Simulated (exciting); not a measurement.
Consider VBiO4 (Clinobisvanite), space group C2/c.

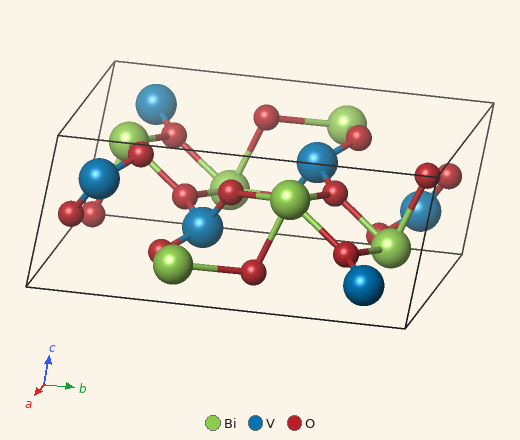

The structure (bismuth green, vanadium blue, oxygen red). Some periodic images of atoms are drawn too.

```
Bi V O
1.0
     3.62358   -5.84860    0.00000
     3.62358    5.84860    0.00000
    -3.55001    0.00000    3.64739
Bi V O
2 2 8
Direct
  0.63350 0.36650 0.75000
  0.36650 0.63350 0.25000
  0.13000 0.87000 0.75000
  0.87000 0.13000 0.25000
  0.70990 0.81130 0.87960
  0.18870 0.29010 0.62040
  0.29010 0.18870 0.12040
  0.81130 0.70990 0.37960
  0.35470 0.93830 0.63880
  0.06170 0.64530 0.86120
  0.64530 0.06170 0.36120
  0.93830 0.35470 0.13880
```

Absorber: atom 3, with 2 O at 1.69 Å and 2 O at 1.77 Å (distorted tetrahedral, site symmetry 2). Method: exciting, all-electron LAPW+lo, LDA, exchange and screened direct term (singlet BSE), 2×2×3 shifted k points, 61 conduction bands, |G+q| up to 3 bohr⁻¹, full RPA screening with nempty = 99, Lorentzian half width 0.51 eV.

**Question.** Predict the V K near-edge structure at this level.

Bound core exciton? Yes on this mesh: the first bright state (over 5 % of the brightest) lies at -1.98 eV from the Kohn–Sham onset; weaker or dark states reach down to -3.11 eV. Maxima (height): -1.4 eV (1.00), 1.5 eV (0.22), 12.5 eV (0.90), 17.3 eV (0.81) and 18.9 eV (0.71).

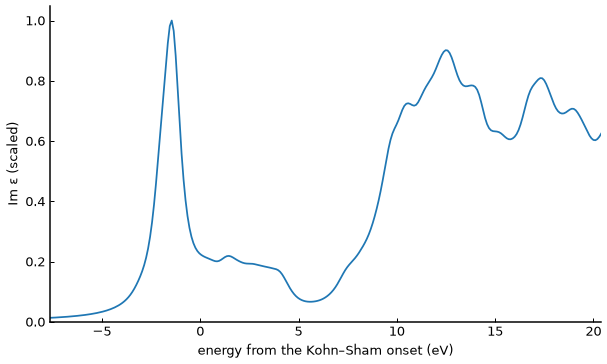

Energy from the Kohn–Sham onset, core level to the lowest empty state found on the meshes used; Im ε in relative units.

A mesh of 12 points doesn't converge binding energies, and fine structure above the first lines is partly noise of the mesh. Exchange and the short-range direct term aren't converged in the kernel cutoff. The zero comes from the shifted mesh, which comes near the band minimum without meeting it. The Kohn–Sham onset, 5346 eV, is no photon energy (tabulated edge of the element: 5465 eV): the scale needs a rigid shift. Bands and screening come from semilocal DFT, whose small gap overscreens. Quadrupole transitions, which feed the pre-edge, are left out. Vibrations and energy-dependent lifetimes are left out. The structure is a published determination, not relaxed.

[Banner, clock and machine lines of the logs are left out without a mark of their own.]

[Logs are printed without paths, hosts, clocks, repeated set-up lines and the standing remarks that a program may print on its own settings, such as how far it seeks lower states.]

[Hosts, paths, dates, database ids (printed as entryN), source tags and the programs' standing remarks are cut or masked in the printed files.]
